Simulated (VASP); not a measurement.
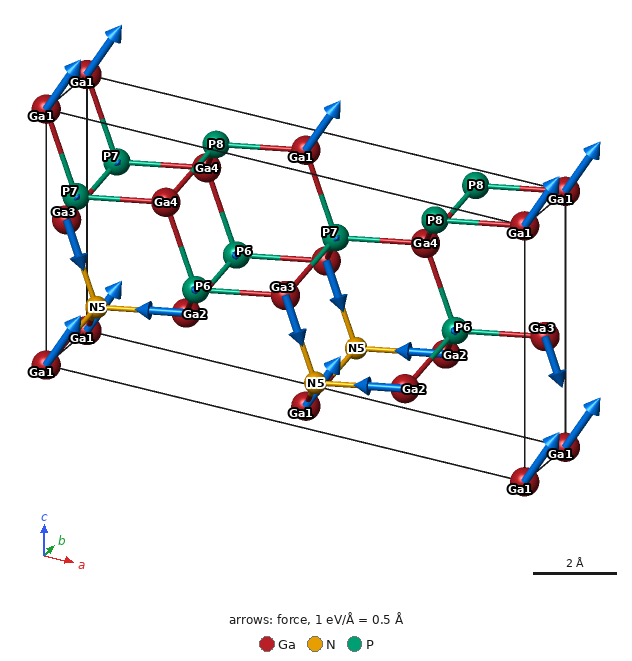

Starting geometry of a crystal of Ga4P3N (a generated structure, set up in Cm) with the computed forces as blue arrows. Style: ball-and-stick. Shown: the conventional cell (2 times the calculation's cell), slightly off an axis. Lengths and directions refer to the drawn axes.

The run lets cell and atoms move.

Level of theory: Kohn-Sham DFT of a periodic cell, PBEsol, VASP PAW PBE potentials, recommended in VASP 6.6.1.

The input:
```
SYSTEM = Ga4P3N
  PREC = Accurate
  ENCUT = 200
  EDIFF = 1E-6
  ISMEAR = 0
  SIGMA = 0.02
  LREAL = .False.
  LASPH = .True.
  NELM = 100
  ALGO = Normal
  ISIF = 3
  LWAVE = .False.
  LCHARG = .False.
  GGA = PS
  IBRION = 2
  NSW = 40
  EDIFFG = -0.01
  KPAR = 2
```

Run as
```bash
cat potpaw_PBE.64/Ga_d/POTCAR potpaw_PBE.64/N/POTCAR potpaw_PBE.64/P/POTCAR > POTCAR
mpirun -np 2 vasp_std > vasp.out
```

> What follows when this structure is relaxed?

It isn't relaxed: the largest force vector, on Ga1, is 3.15 eV/Å. The atoms end up moving mostly along the starting forces (cosine between the two patterns 0.92). The energy falls by 601 meV per atom in 33 geometry steps. The largest force component goes from 3.1 to 0.0066 eV/Å. Pressure: −44.08 GPa at the start and 0.06 GPa at the end. Ga2 moves most relative to the cell: 0.30 Å along [−3 0 −1]. Largest moves by element: Ga 0.30 Å, P 0.12 Å, N 0.05 Å. Cell: a 12.231 → 11.532 Å (−5.7 %), b 3.688 → 3.473 Å (−5.8 %), c 6.388 → 6.016 Å (−5.8 %), β 100.0° → 100.4°. Volume −16.5 %. Near-neighbour distances that change, for instance: Ga2–N5 2.258 → 1.877 Å, Ga3–N5 2.258 → 1.910 Å, Ga1–N5 2.258 → 1.972 Å, Ga4–P6 2.258 → 2.164 Å. Among the angles between lasting bonds that change: N5–Ga1–N5 109.5° → 123.4°, Ga1–N5–Ga1 109.5° → 123.4°, P6–Ga2–P8 109.5° → 97.9°. The space group stays Cm (No. 8). At step 1 the optimiser overshot: the energy rose above the start, and later steps came back. The volume changes by over a tenth within one run on a fixed set of plane waves, so the end point should be relaxed again from the new cell.
